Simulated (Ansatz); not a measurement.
**ZrC (P6_3/mmc): equation of state with a fit**

Aim: an equation of state with a fit, for ZrC (P6_3/mmc), run from a script.

Computed with Ansatz 0.2.0, driven from Python. Level of theory: DFT PBEsol, plane waves, PAW.

**1. The system**

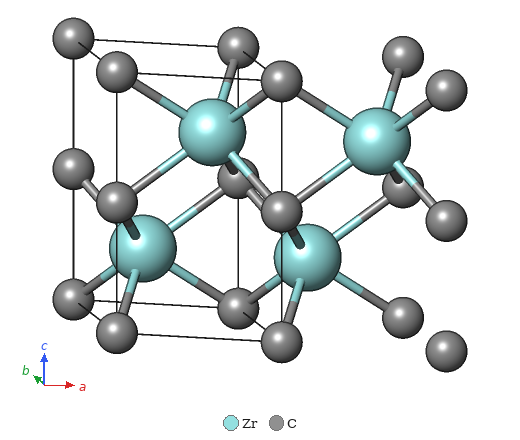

The structure that the script starts from, seen slightly off an axis (zirconium light teal, carbon grey). 2×1×1 cells are drawn. Atoms on cell faces are repeated.

The script holds or builds the structure itself.

**2. Script**

The input, eos_zrc.py:

```python
import ansatz
from ase.eos import EquationOfState
from ase.units import GPa
import numpy as np

vectors0 = np.array([
    [3.391476, 0.0, 0.0],
    [-1.695738, 2.937105, 0.0],
    [0.0, 0.0, 5.290053],
])
sites = [
    ("Zr", (1 / 3, 2 / 3, 0.25)),
    ("Zr", (2 / 3, 1 / 3, 0.75)),
    ("C", (0.0, 0.0, 0.0)),
    ("C", (0.0, 0.0, 0.5)),
]


def make_crystal(cell):
    crystal = ansatz.Crystal(lattice=ansatz.Lattice.of(cell))
    for symbol, position in sites:
        crystal = crystal.atom(symbol, position)
    return crystal

volumes, energies = [], []
for scale in np.linspace(0.92, 1.08, 7):
    cell = vectors0 * scale ** (1 / 3)
    calc = (
        make_crystal(cell).calculation()
        .functional("pbesol")
        .pseudopotentials("paw")
        .occupations("cold", width=150 * ansatz.meV)
        .basis(500)
        .kpoints(8, 8, 5)
    )
    summary = calc.run(threads=1).report
    volumes.append(abs(np.linalg.det(cell)) / len(sites))
    energies.append(summary["free_energy_ev"] / len(sites))
    print(f"V = {volumes[-1]:8.4f} A^3/atom  F = {energies[-1]:.5f} eV/atom")

eos = EquationOfState(volumes, energies, eos="birchmurnaghan")
v0, e0, bulk = eos.fit()
print(f"V0 = {v0:.4f} A^3/atom, E0 = {e0:.5f} eV/atom, B = {bulk / GPa:.1f} GPa")
eos.plot("eos.png")
```

**3. The calls as engine input**

The package turns the script's settings into the engine's input (first run):

```yaml
crystal:
  lattice:
    - [3.298511661989421, 0.0, 0.0]
    - [-1.6492558309947105, 2.856595504431533, 0.0]
    - [0.0, 0.0, 5.145046437905538]
  atoms:
    - { symbol: Zr, position: [0.3333333333333333, 0.6666666666666666, 0.25] }
    - { symbol: Zr, position: [0.6666666666666666, 0.3333333333333333, 0.75] }
    - { symbol: C, position: [0.0, 0.0, 0.0] }
    - { symbol: C, position: [0.0, 0.0, 0.5] }
basis:
  ecutwfc: 500.0
kpoints:
  mp_grid:
    grid: [8, 8, 5]
hamiltonian:
  xc: pbesol
  pseudopotentials:
    kind: paw
scf:
  occupations:
    method: cold
    width: 0.15
```

**4. The run**

Command:

```sh
$ python eos_zrc.py
```

The program printed:

```text
V =  12.1198 A^3/atom  F = -2188.40167 eV/atom
V =  12.4711 A^3/atom  F = -2188.41973 eV/atom
V =  12.8224 A^3/atom  F = -2188.42222 eV/atom
V =  13.1737 A^3/atom  F = -2188.41117 eV/atom
V =  13.5250 A^3/atom  F = -2188.38838 eV/atom
V =  13.8763 A^3/atom  F = -2188.35539 eV/atom
V =  14.2276 A^3/atom  F = -2188.31355 eV/atom
V0 = 12.7055 A^3/atom, E0 = -2188.42299 eV/atom, B = 233.5 GPa
```

It took 14 s on 1 thread of Arm Neoverse V1, shared host; peak memory 0.39 GiB.

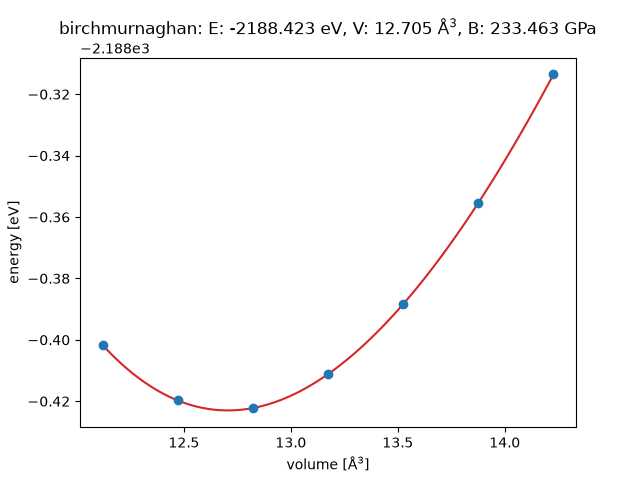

eos.png, as the script drew it.

**5. What changed from run to run**

The engine's inputs for some of the other runs:

Run 3, against run 1:

```diff
@@ -3,3 +3,3 @@
-    - [3.298511661989421, 0.0, 0.0]
-    - [-1.6492558309947105, 2.856595504431533, 0.0]
-    - [0.0, 0.0, 5.145046437905538]
+    - [3.3610575363038024, 0.0, 0.0]
+    - [-1.6805287681519012, 2.9107618320653246, 0.0]
+    - [0.0, 0.0, 5.24260602259799]
```

Run 6, against run 1:

```diff
@@ -3,3 +3,3 @@
-    - [3.298511661989421, 0.0, 0.0]
-    - [-1.6492558309947105, 2.856595504431533, 0.0]
-    - [0.0, 0.0, 5.145046437905538]
+    - [3.45072770518862, 0.0, 0.0]
+    - [-1.72536385259431, 2.988418492876854, 0.0]
+    - [0.0, 0.0, 5.382474311779347]
```

Run 7, against run 1:

```diff
@@ -3,3 +3,3 @@
-    - [3.298511661989421, 0.0, 0.0]
-    - [-1.6492558309947105, 2.856595504431533, 0.0]
-    - [0.0, 0.0, 5.145046437905538]
+    - [3.479605430238778, 0.0, 0.0]
+    - [-1.739802715119389, 3.013427341718316, 0.0]
+    - [0.0, 0.0, 5.42751803198694]
```

**6. Run by run**

The 7 runs, in the order started:

```tsv
run	volume (Å³/atom)	energy from run 3 (meV/atom)	SCF cycles	CPU time (s)
1	12.120	20.55	6	1.7
2	12.471	2.49	6	1.6
3	12.822	0.00	6	1.6
4	13.174	11.04	6	1.5
5	13.525	33.83	6	1.6
6	13.876	66.83	6	1.6
7	14.228	108.67	6	1.6
```

Energies are free energies F = E - TS of the smeared occupations. 

**7. Outcome**

| quantity | value |
| --- | --- |
| runs compared | 7 |
| range of energy | 108.67 meV/atom |
| lowest point, volume (Å³/atom) | 12.822 |
| equilibrium volume (fit) | 12.71 Å³/atom |
| bulk modulus (fit) | 233 GPa |

What this shows: A third-order Birch-Murnaghan fit through the 7 points has its minimum at 12.71 Å³ an atom, 3.6 % below the typed cell, with a bulk modulus of 233 GPa and dB/dP = 4.1. From that minimum the energy rises by 21.3 meV an atom on the compressed side and 109.4 meV on the expanded side. Caveats:
- Shape and fractional positions are held along the curve, so the bulk modulus is an upper value where they are free to relax.
- For a metal this k-point mesh is coarse: on a finer one energies can move by several to tens of meV an atom and pressures by half a GPa or more, differences at one mesh by less.
- This cell is a computed structure, which may not be the phase found in nature.
